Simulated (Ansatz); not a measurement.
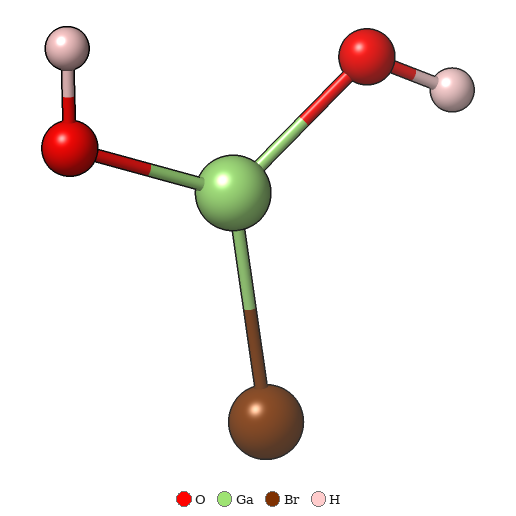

The geometry was computed by an optimisation with PBE0-D4/def2-TZVP.

Identify the structure.

The molecule is BrGaH₂O₂. SMILES: `[OH][Ga]([OH])[Br]`. This geometry has Cs symmetry. All atoms lie on one plane. Coordination: 2 O bent; 1 Ga trigonal planar.

More results for the same structure follow; atom numbers are the same in all pictures, views and colours differ.

### Geometry

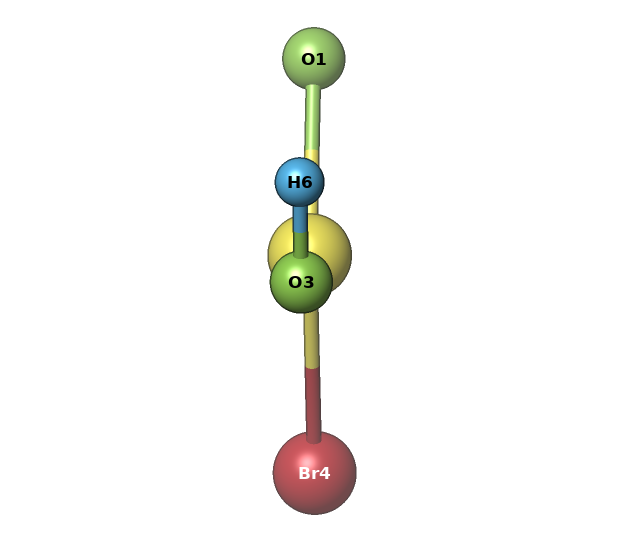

Ga2 lies behind O3. The molecule seen nearly along the O3–Ga2 bond, O3 in front. Depth is shown by fading: the farther an atom, the more it takes the colour of the background.

**What is the torsion angle H6–O3–Ga2–Br4? The sign is positive where the front bond must turn clockwise to cover the back bond.**

180°, antiperiplanar (anti).

### Levels of theory compared

Program: Ansatz 0.2.0.

At this fixed geometry, give HOMO energy (eV) at these levels: B3LYP-D4/def2-TZVPP; B97M-V/def2-TZVPP; CAM-B3LYP-D4/def2-TZVPP; PBE-D4/def2-TZVPP; PBE0-D4/def2-QZVPP; PBE0-D4/def2-SVP; r2SCAN0-D4/def2-TZVPP; r2SCANh-D4/def2-TZVPP; ωB97M-V/def2-QZVPP; ωB97M-V/def2-SVP; ωB97M-V/def2-TZVPP.

| level | HOMO energy (eV) |
| --- | --- |
| B3LYP-D4/def2-TZVPP | −8.45 |
| B97M-V/def2-TZVPP | −7.77 |
| CAM-B3LYP-D4/def2-TZVPP | −10.07 |
| PBE-D4/def2-TZVPP | −7.37 |
| PBE0-D4/def2-QZVPP | −8.75 |
| PBE0-D4/def2-SVP | −8.57 |
| r2SCAN0-D4/def2-TZVPP | −8.96 |
| r2SCANh-D4/def2-TZVPP | −8.22 |
| ωB97M-V/def2-QZVPP | −11.00 |
| ωB97M-V/def2-SVP | −10.78 |
| ωB97M-V/def2-TZVPP | −10.97 |

### Thermal motion

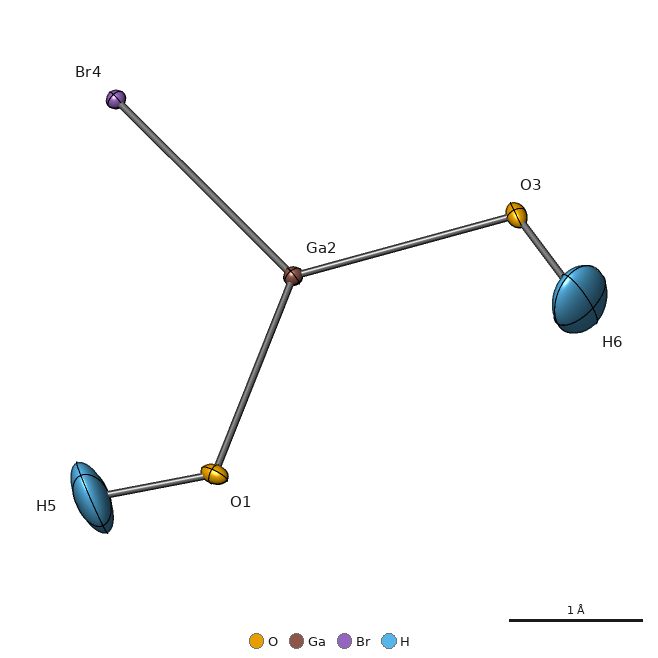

Displacement ellipsoids at the 50 % level, from the internal vibrations of the free molecule (harmonic, no overall translation or rotation; no half-axis is drawn under 0.075 Å). Vibrations computed with RKS PBE0-D4/def2-TZVP (Ansatz 0.2.0). Temperature: 100 K.

**Which atom moves most?**

H6, with U_eq = 0.0281 Å².

**Does H5 move more along its bond or across it?**

Across it: the root-mean-square amplitude is 0.091 Å along the bond and up to 0.214 Å across, since bending and torsion are softer than stretching.

Give the displacement parameters, one line for each set of equivalent atoms.

```tsv
atom	U_eq (Å²)	rms amplitudes (Å)
O1	0.0031	0.040, 0.044, 0.075
Ga2	0.00066	0.022, 0.027, 0.028
O3	0.0030	0.039, 0.042, 0.076
Br4	0.00028	0.007, 0.018, 0.021
H5	0.0279	0.082, 0.177, 0.214
H6	0.0281	0.090, 0.165, 0.222
```

### Dipole moment

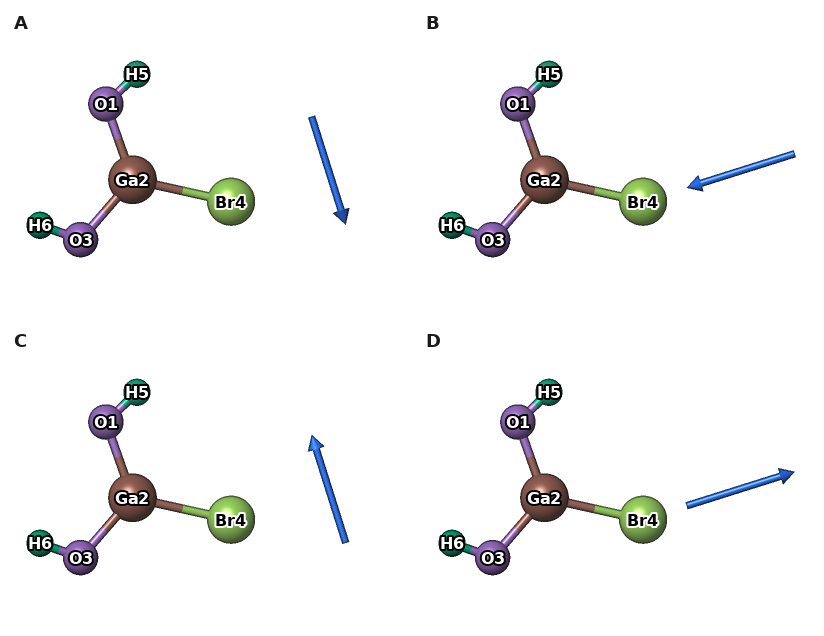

The same molecule four times, each with an arrow. Level of theory: RKS B3LYP-D4/def2-TZVPP (Ansatz 0.2.0).

**Which arrow points along the dipole moment, from the negative to the positive end?**

C. The dipole moment is 1.46 D; it points from the side of Br4 to the side of H5 (the outermost atoms at the two ends).
